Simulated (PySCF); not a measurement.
**BH$_{7}$OPSi$_{2}$ (SMILES [SiH3]O[B]P[SiH3]) (doublet): density, localisation and related maps**

Input file:

```
{"job": {"kind": "epr", "basis": "pcH-1"}, "charge": 0, "multiplicity": 2}
Si     2.849701     0.179909     0.212725
O      1.450754    -0.641645     0.313748
B      0.233974    -1.039988     0.152122
P     -1.067539    -0.325610    -0.994059
Si    -2.794333    -0.105938     0.396455
H      3.804052    -0.832496    -0.230491
H      2.754573     1.290424    -0.738442
H      3.038069     0.662339     1.579433
H     -0.701847     1.016511    -0.986107
H     -3.261515    -1.452811     0.720778
H     -3.816715     0.644109    -0.332715
H     -2.487976     0.604509     1.645245
```

Launched as:

```sh
OMP_NUM_THREADS=1 python probes_run.py task.json out
```

Geometry: GFN2-xTB.

All numbers below come from UKS B3LYP, pcH-1 on B H O P Si, non-relativistic, mean-field spin-orbit, GIAO (PySCF 2.14.0, density-fitted response routines).

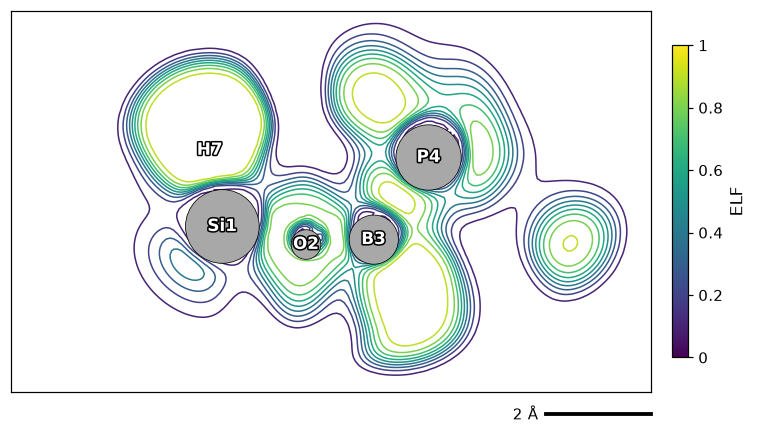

Figure 1. ELF on the plane of atoms O2, Si1 and H7. Grey discs cover the atomic cores.

**Describe what can be read from this map.**

- The section cuts through Si, O, B, P and H sites.
- B–O (1.29 Å): the ELF peaks at about 0.90 between the atoms; a polar covalent bond.
- Si–O (1.63 Å): the ELF peaks at about 0.85 between the atoms (a polar covalent bond).
- B–P (1.88 Å): the ELF peaks at about 0.95 between the atoms; a covalent bond.
- Si–H (1.47 Å): the ELF climbs to about 1 towards the hydrogen, as it does in any bond to H.
- The ELF also peaks beside B3 and O2, away from the bonds: non-bonding electrons, paired or unpaired.

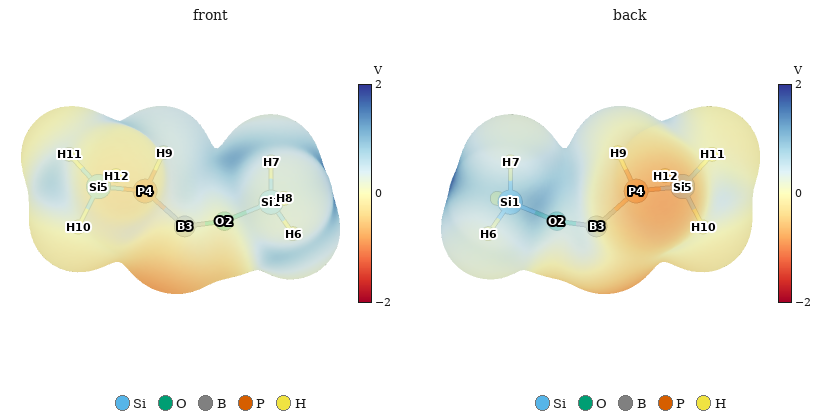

Figure 2. The electrostatic potential painted on the density surface at 0.001 e/bohr³, seen from the front and from behind; red is negative and blue positive.

**Which sites attract a positive test charge, and which a negative one?**

A positive charge is drawn to the negative regions and a negative charge to the positive ones. The most negative region (about −0.8 V) lies over P4, the most positive (about +1.6 V) over Si1.
